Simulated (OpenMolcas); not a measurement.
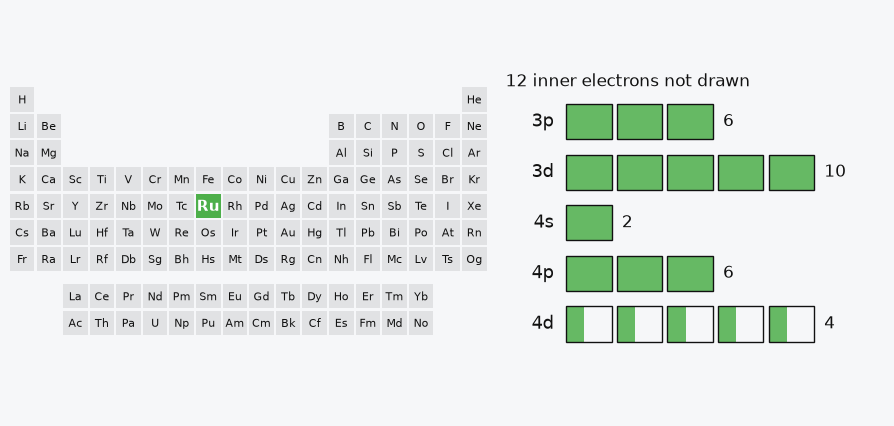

Left, the place of ruthenium in the periodic table; right, the outer shells of the leading configuration of the lowest level: a box for each of the 2l + 1 orbitals, shaded by the share of the shell that is filled, with the electron count at the right.

**Ru⁴⁺ complex: multiconfigurational calculation (part 1 of 2)**

Ru⁴⁺ with 6 ligands (Cl and O; tetragonal octahedron, 2.55 Å), neutralised by 6 outer point charges of +0.67 e, whose field is part of the energies. Computed at this level: state-averaged CASSCF, active space 4 electrons in the shell 4d, basis ANO-RCC-VDZP on the metal and ANO-RCC-VDZP on the ligands, DKH2 scalar Hamiltonian, spin-orbit coupling by RASSI with atomic mean-field integrals (OpenMolcas).

Input file:
```
&GATEWAY
Coord
7

Ru 0.0 0.0 0.0
Cl 2.550000 0.000000 0.000000
Cl 0.000000 2.550000 0.000000
Cl -2.550000 0.000000 0.000000
Cl 0.000000 -2.550000 0.000000
O 0.000000 0.000000 2.142000
O 0.000000 0.000000 -2.142000
Basis=Ru.ANO-RCC-VDZP,Cl.ANO-RCC-VDZP,O.ANO-RCC-VDZP
Group=XYZ
NoMove
AngMom=0.0 0.0 0.0
AMFI
RICD
XField
3 Angstrom 0
5.350000 0.000000 0.000000 0.666667
0.000000 5.350000 0.000000 0.666667
0.000000 0.000000 4.942000 0.666667
&SEWARD
&RASSCF
FileOrb=start.orb
Symmetry=1
Spin=5
nActEl=4 0 0
Inactive=32 32
Ras2=5 0
CIRoot=5 5 1
SDav=5
CIMx=300
Iter=150 100
PrWF=0.3
OrbListing=Nothing
MaxOrb=0
LevShft=1.0
>>> COPY $Project.JobIph JOB001
&RASSCF
FileOrb=start.orb
Symmetry=1
Spin=3
nActEl=4 0 0
Inactive=32 32
Ras2=5 0
CIRoot=45 45 1
SDav=45
CIMx=300
Iter=150 100
PrWF=0.3
OrbListing=Nothing
MaxOrb=0
LevShft=1.0
>>> COPY $Project.JobIph JOB002
&RASSCF
FileOrb=start.orb
Symmetry=1
Spin=1
nActEl=4 0 0
Inactive=32 32
Ras2=5 0
CIRoot=50 50 1
SDav=50
CIMx=300
Iter=150 100
PrWF=0.3
OrbListing=Nothing
MaxOrb=0
LevShft=1.0
>>> COPY $Project.JobIph JOB003
&RASSI
NrOfJobIphs=3 5 45 50
1 2 3 4 5
1 2 3 4 5 6 7 8 9 10 11 12 13 14 15 16 17 18 19 20 21 22 23 24 25 26 27
28 29 30 31 32 33 34 35 36 37 38 39 40 41 42 43 44 45
1 2 3 4 5 6 7 8 9 10 11 12 13 14 15 16 17 18 19 20 21 22 23 24 25 26 27
28 29 30 31 32 33 34 35 36 37 38 39 40 41 42 43 44 45 46 47 48 49 50
IphNames
JOB001
JOB002
JOB003
EJob
SpinOrbit
DIPRint=1.0
SOCoupling=1000.0
Subsets=2
Property=9
'ANGMOM' 1 'ANGMOM' 2 'ANGMOM' 3 'MLTPL  1' 1 'MLTPL  1' 2 'MLTPL  1' 3
'AMFI' 1 'AMFI' 2 'AMFI' 3
SOProperty=3
'ANGMOM' 1 'ANGMOM' 2 'ANGMOM' 3
```

The file start.orb holds starting orbitals from an earlier step. A driver script formed the levels outside the program, from RASSI's spin-orbit matrix and the active-space energies, averaged over the components of each term or state.

Hardware: 1 thread of Arm Neoverse V1, 24 GiB of memory available, shared host.

Launched with:
```bash
OMP_NUM_THREADS=1 MOLCAS_MEM=2457 MOLCAS_PROJECT=a pymolcas a.inp > a.log  # once for each step of the input, in one work folder
```

Output (extracts):
```
--- SEWARD ---
Basis set label: RU.ANO-RCC...6S5P3D1F.

      Electronic valence basis set:
      ------------------
      Associated Effective Charge  44.000000 au
      Associated Actual Charge     44.000000 au
      Nuclear Model: Point charge

      Shell  nPrim  nBasis  Cartesian Spherical Contaminant
         s      21       6        X
         p      18       5        X
         d      13       3                 X
         f       6       1                 X
                  Relativistic Douglas-Kroll-Hess integrals:
                    - DKH order of Hamiltonian: 2
                    - DKH order of Properties : 0
                  Atomic mean-field integrals
--- RASSCF ---
Wave function specifications:
      -----------------------------

      Number of closed shell electrons         128
      Number of electrons in active shells       4
      Max number of holes in RAS1 space          0
      Max nr of electrons in RAS3 space          0
      Number of inactive orbitals               64
      Number of active orbitals                  5
      Number of secondary orbitals              74
      Spin quantum number                      2.0
      State symmetry                             1
Orbital specifications:
      -----------------------

      Symmetry species                           1   2
                                                ag  au
      Frozen orbitals                            0   0
      Inactive orbitals                         32  32
      Active orbitals                            5   0
      RAS1 orbitals                              0   0
      RAS2 orbitals                              5   0
      RAS3 orbitals                              0   0
      Secondary orbitals                        34  40
      Deleted orbitals                           0   0
      Number of basis functions                 71  72
      Number of CSFs                             5
      Number of root(s) required                 5
      Iter CI   SX   CI       RASSCF       Energy    max ROT     max BLB   max BLB  Level Ln srch  Step   QN
          iter iter root      energy       change     param      element    value   shift minimum  type update
 Nr of preliminary CI iterations:   1
      Total energies have been shifted. Add                -6000.00 au
        1   1    9    0  -520.01159781    0.00E+00  -9.17E-02   31  65 1 -5.68E-01*  1.92   0.00    SX    NO
        2   1    9    0  -521.19676658   -1.19E+00* -1.13E-01*  32  42 2  2.56E-01*  1.51   0.00    SX    NO
        3   1   10    0  -521.61060220   -4.14E-01* -1.02E-01*  32  35 1  1.65E-01*  1.23   0.00    SX    NO
        4   1   10    0  -521.75565843   -1.45E-01* -7.30E-02   32  35 1  1.13E-01*  1.06   0.00    SX    NO
        5   1   10    0  -521.81997671   -6.43E-02* -7.40E-02   32  35 1  7.54E-02*  0.98   2.45    LS   YES
        6   1   10    0  -521.85448973   -3.45E-02* -5.11E-02   35  41 1 -3.91E-02*  0.88   1.43    QN   YES
        7   1   10    0  -521.87522533   -2.07E-02* -3.36E-02   32  42 2 -2.61E-02*  0.86   1.78    LS   YES
        8   1   10    0  -521.88003200   -4.81E-03*  1.83E-02   29  63 1 -3.25E-02*  0.84   1.18    QN   YES
        9   1    9    0  -521.88621473   -6.18E-03*  1.78E-02   29  63 1 -1.84E-02*  0.85   2.08    LS   YES
       10   1    9    0  -521.88845120   -2.24E-03*  1.60E-02   30  36 1 -1.50E-02*  0.85   1.10    QN   YES
        ...
       23   1    6    0  -521.89431871   -2.25E-07*  8.95E-05    8  44 2 -6.79E-05   0.81   1.38    QN   YES
       24   1    6    0  -521.89431877   -5.42E-08* -3.98E-05   32  38 1  3.74E-05   0.81   1.36    QN   YES
       25   1    5    0  -521.89431878   -1.17E-08* -2.16E-05   32  38 1  1.71E-05   0.81   1.34    QN   YES
       26   1    5    0  -521.89431878   -2.51E-09  -8.98E-06    8  44 2  6.67E-06   0.81   1.36    QN   YES
      Convergence after 26 iterations
       27   1    5    0  -521.89431878   -6.95E-10  -8.98E-06   32  44 1  4.04E-06   0.81   1.36    QN   YES
      Natural orbitals and occupation numbers for root  1
      sym 1:   1.000000   1.000000  -0.000000   1.000000   1.000000
      Natural orbitals and occupation numbers for root  2
      sym 1:   1.000000  -0.000000   1.000000   1.000000   1.000000
      Natural orbitals and occupation numbers for root  3
      sym 1:   1.000000   1.000000   1.000000  -0.000000   1.000000
::    RASSCF root number  1 Total energy:  -6521.97600482
::    RASSCF root number  2 Total energy:  -6521.89790405
::    RASSCF root number  3 Total energy:  -6521.89790405
::    RASSCF root number  4 Total energy:  -6521.88055060
::    RASSCF root number  5 Total energy:  -6521.81923040
--- RASSCF ---
Wave function specifications:
      -----------------------------

      Number of closed shell electrons         128
      Number of electrons in active shells       4
      Max number of holes in RAS1 space          0
      Max nr of electrons in RAS3 space          0
      Number of inactive orbitals               64
      Number of active orbitals                  5
      Number of secondary orbitals              74
      Spin quantum number                      1.0
      State symmetry                             1
Orbital specifications:
      -----------------------

      Symmetry species                           1   2
                                                ag  au
      Frozen orbitals                            0   0
      Inactive orbitals                         32  32
      Active orbitals                            5   0
      RAS1 orbitals                              0   0
      RAS2 orbitals                              5   0
      RAS3 orbitals                              0   0
      Secondary orbitals                        34  40
      Deleted orbitals                           0   0
      Number of basis functions                 71  72
      Number of CSFs                            45
      Number of root(s) required                45
      Iter CI   SX   CI       RASSCF       Energy    max ROT     max BLB   max BLB  Level Ln srch  Step   QN
          iter iter root      energy       change     param      element    value   shift minimum  type update
 Nr of preliminary CI iterations:   1
      Total energies have been shifted. Add                -6000.00 au
        1   1   10    0  -521.80489264    0.00E+00  -1.05E-02   33  39 1 -1.63E-02*  0.82   0.00    SX    NO
        2   1   10    0  -521.80595804   -1.07E-03* -5.40E-03   33  39 1 -8.23E-03*  0.82   0.00    SX    NO
        3   1    9    0  -521.80638145   -4.23E-04* -3.60E-03   26  33 1 -4.72E-03*  0.82   0.00    SX    NO
        4   1    9    0  -521.80657711   -1.96E-04* -2.63E-03   26  33 1 -3.44E-03*  0.82   0.00    SX    NO
        5   1    9    0  -521.80667522   -9.81E-05* -3.87E-03   26  33 1 -2.55E-03*  0.81   2.50    LS   YES
        6   1    8    0  -521.80676172   -8.65E-05* -2.88E-03   27  35 1  1.42E-03*  0.81   1.75    LS   YES
        7   1    8    0  -521.80678131   -1.96E-05*  7.33E-04   33  39 1  1.24E-03*  0.81   1.01    QN   YES
        8   1    8    0  -521.80679062   -9.31E-06*  1.09E-03   33  39 1  7.34E-04*  0.81   2.50    LS   YES
        9   1    8    0  -521.80679911   -8.50E-06*  1.25E-03   31  34 1  5.14E-04*  0.81   1.82    QN   YES
       10   1    8    0  -521.80680512   -6.01E-06* -1.13E-03   27  44 1 -6.15E-04*  0.81   1.50    QN   YES
       11   1    8    0  -521.80680895   -3.83E-06* -1.09E-03   27  38 1  6.18E-04*  0.81   1.87    QN   YES
       12   1    7    0  -521.80681197   -3.01E-06* -3.14E-04   27  38 1  4.56E-04*  0.81   1.37    QN   YES
       13   1    7    0  -521.80681278   -8.17E-07* -1.59E-04   27  38 1  1.89E-04*  0.81   1.39    QN   YES
       14   1    6    0  -521.80681300   -2.18E-07* -7.99E-05   33  39 1  6.75E-05   0.81   1.36    QN   YES
       15   1    6    0  -521.80681306   -5.65E-08* -3.96E-05   27  44 1  5.00E-05   0.81   1.40    QN   YES
       16   1    5    0  -521.80681307   -1.48E-08*  2.33E-05   27  44 1  2.55E-05   0.81   1.32    QN   YES
       17   1    5    0  -521.80681308   -3.22E-09   1.62E-05   26  33 1  1.08E-05   0.81   1.43    QN   YES
      Convergence after 17 iterations
       18   1    5    0  -521.80681308   -1.03E-09   1.62E-05   26  33 1  5.91E-06   0.81   1.43    QN   YES
      Natural orbitals and occupation numbers for root  1
      sym 1:   1.956985   0.999975   0.007931   0.035135   0.999975
      Natural orbitals and occupation numbers for root  2
      sym 1:   0.999811   1.000000   0.002090   0.998099   1.000000
      Natural orbitals and occupation numbers for root  3
      sym 1:   0.998938   0.999980   0.025598   0.975504   0.999979
::    RASSCF root number  1 Total energy:  -6521.95108298
::    RASSCF root number  2 Total energy:  -6521.91570347
::    RASSCF root number  3 Total energy:  -6521.91217427
::    RASSCF root number  4 Total energy:  -6521.91150395
::    RASSCF root number  5 Total energy:  -6521.90618675
::    RASSCF root number  6 Total energy:  -6521.90618675
::    RASSCF root number  7 Total energy:  -6521.90506785
::    RASSCF root number  8 Total energy:  -6521.89238734
::    RASSCF root number  9 Total energy:  -6521.89238734
::    RASSCF root number 10 Total energy:  -6521.88915397
::    RASSCF root number 11 Total energy:  -6521.86287299
::    RASSCF root number 12 Total energy:  -6521.86287299
::    RASSCF root number 13 Total energy:  -6521.85953231
::    RASSCF root number 14 Total energy:  -6521.85953231
::    RASSCF root number 15 Total energy:  -6521.84980519
::    RASSCF root number 16 Total energy:  -6521.83668231
::    RASSCF root number 17 Total energy:  -6521.83668231
::    RASSCF root number 18 Total energy:  -6521.83327406
::    RASSCF root number 19 Total energy:  -6521.83049059
::    RASSCF root number 20 Total energy:  -6521.83049059
::    RASSCF root number 21 Total energy:  -6521.82227808
::    RASSCF root number 22 Total energy:  -6521.82227808
::    RASSCF root number 23 Total energy:  -6521.82071434
::    RASSCF root number 24 Total energy:  -6521.81918200
::    RASSCF root number 25 Total energy:  -6521.81700374
::    RASSCF root number 26 Total energy:  -6521.80715676
::    RASSCF root number 27 Total energy:  -6521.80715676
::    RASSCF root number 28 Total energy:  -6521.80470789
::    RASSCF root number 29 Total energy:  -6521.79514880
::    RASSCF root number 30 Total energy:  -6521.77968058
--- RASSCF ---
Wave function specifications:
      -----------------------------

      Number of closed shell electrons         128
      Number of electrons in active shells       4
      Max number of holes in RAS1 space          0
      Max nr of electrons in RAS3 space          0
      Number of inactive orbitals               64
      Number of active orbitals                  5
      Number of secondary orbitals              74
      Spin quantum number                      0.0
      State symmetry                             1
Orbital specifications:
      -----------------------

      Symmetry species                           1   2
                                                ag  au
      Frozen orbitals                            0   0
      Inactive orbitals                         32  32
      Active orbitals                            5   0
      RAS1 orbitals                              0   0
      RAS2 orbitals                              5   0
      RAS3 orbitals                              0   0
      Secondary orbitals                        34  40
      Deleted orbitals                           0   0
      Number of basis functions                 71  72
      Number of CSFs                            50
      Number of root(s) required                50
      Iter CI   SX   CI       RASSCF       Energy    max ROT     max BLB   max BLB  Level Ln srch  Step   QN
          iter iter root      energy       change     param      element    value   shift minimum  type update
 Nr of preliminary CI iterations:   1
      Total energies have been shifted. Add                -6000.00 au
        1   1    9    0  -521.76399730    0.00E+00  -5.27E-03   33  39 1 -8.05E-03*  0.81   0.00    SX    NO
        2   1    9    0  -521.76425581   -2.59E-04* -2.78E-03   33  39 1 -4.15E-03*  0.81   0.00    SX    NO
        3   1    9    0  -521.76435789   -1.02E-04* -2.06E-03   26  33 1 -2.70E-03*  0.81   0.00    SX    NO
        4   1    8    0  -521.76440430   -4.64E-05* -1.53E-03   26  33 1 -2.01E-03*  0.81   0.00    SX    NO
        5   1    8    0  -521.76442706   -2.28E-05* -2.27E-03   26  33 1 -1.53E-03*  0.81   2.50    LS   YES
        6   1    8    0  -521.76444666   -1.96E-05* -1.48E-03   26  33 1 -8.17E-04*  0.80   1.66    LS   YES
        7   1    8    0  -521.76445028   -3.62E-06*  3.83E-04   33  39 1  6.12E-04*  0.80   1.00    QN   YES
        8   1    7    0  -521.76445192   -1.64E-06*  5.74E-04   33  39 1  3.00E-04*  0.80   2.50    LS   YES
        9   1    7    0  -521.76445293   -1.01E-06* -3.56E-04   31  34 1  3.01E-04*  0.80   1.08    QN   YES
       10   1    7    0  -521.76445359   -6.58E-07* -1.72E-04   27  44 1 -1.99E-04*  0.80   1.09    QN   YES
       11   1    7    0  -521.76445386   -2.70E-07* -2.58E-04   27  38 1  1.72E-04*  0.80   2.50    LS   YES
       12   1    7    0  -521.76445407   -2.11E-07* -1.32E-04   27  38 1  1.73E-04*  0.81   1.41    QN   YES
       13   1    6    0  -521.76445419   -1.13E-07*  1.13E-04   27  38 1  9.47E-05   0.81   1.65    QN   YES
       14   1    6    0  -521.76445425   -5.94E-08* -5.73E-05   26  33 1  3.90E-05   0.81   1.45    QN   YES
       15   1    5    0  -521.76445427   -2.01E-08* -3.97E-05   27  44 1  3.02E-05   0.81   1.45    QN   YES
       16   1    5    0  -521.76445427   -6.59E-09  -3.00E-05   27  44 1  1.74E-05   0.81   1.42    QN   YES
      Convergence after 16 iterations
       17   1    5    0  -521.76445427   -2.10E-09  -3.00E-05   26  33 1  9.07E-06   0.81   1.42    QN   YES
      Natural orbitals and occupation numbers for root  1
      sym 1:   1.902410   0.999800   0.078203   0.019787   0.999800
      Natural orbitals and occupation numbers for root  2
      sym 1:   1.878556   0.999397   0.113977   0.008672   0.999397
      Natural orbitals and occupation numbers for root  3
      sym 1:   1.811732   0.996071   0.153754   0.042373   0.996071
::    RASSCF root number  1 Total energy:  -6521.92281797
::    RASSCF root number  2 Total energy:  -6521.92068524
::    RASSCF root number  3 Total energy:  -6521.90160269
::    RASSCF root number  4 Total energy:  -6521.88517163
::    RASSCF root number  5 Total energy:  -6521.88273678
::    RASSCF root number  6 Total energy:  -6521.88059656
::    RASSCF root number  7 Total energy:  -6521.88059656
::    RASSCF root number  8 Total energy:  -6521.87745596
::    RASSCF root number  9 Total energy:  -6521.86058817
::    RASSCF root number 10 Total energy:  -6521.85122630
::    RASSCF root number 11 Total energy:  -6521.85122630
::    RASSCF root number 12 Total energy:  -6521.84142523
::    RASSCF root number 13 Total energy:  -6521.84142523
::    RASSCF root number 14 Total energy:  -6521.83463397
::    RASSCF root number 15 Total energy:  -6521.83463397
::    RASSCF root number 16 Total energy:  -6521.82522551
::    RASSCF root number 17 Total energy:  -6521.82063005
::    RASSCF root number 18 Total energy:  -6521.81243869
::    RASSCF root number 19 Total energy:  -6521.80588995
::    RASSCF root number 20 Total energy:  -6521.80588995
::    RASSCF root number 21 Total energy:  -6521.80143820
::    RASSCF root number 22 Total energy:  -6521.78474703
::    RASSCF root number 23 Total energy:  -6521.78474703
::    RASSCF root number 24 Total energy:  -6521.77247248
::    RASSCF root number 25 Total energy:  -6521.76879432
::    RASSCF root number 26 Total energy:  -6521.76572226
::    RASSCF root number 27 Total energy:  -6521.76572226
::    RASSCF root number 28 Total energy:  -6521.76515165
::    RASSCF root number 29 Total energy:  -6521.76126168
::    RASSCF root number 30 Total energy:  -6521.75661355
```

(Continued in part 2.) Outcome of the run: converged.
